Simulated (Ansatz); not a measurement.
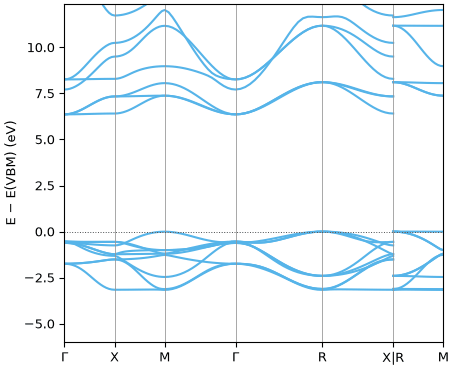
Figure. Band structure from LDA in the plane-wave PAW code Ansatz

Read off the gap and where the band edges lie.

About 6.4 eV (6.36 eV by a search for the band edges); maximum at R, minimum at Γ.

The material is ScF$_{3}$ (ReO3 type, Pm-3m).

The workflow started from a Materials Project entry (that database holds measured and hypothetical structures alike); the Crystallography Open Database files this formula in space group No. 221, but the cells were not matched. Whether it is the stable phase at ambient conditions was not checked. Symmetry was held in the LDA relaxation; phonons on a q-mesh show weakly imaginary modes. The run is not spin-polarised.

Potentials: the later of the program's two PAW sets.
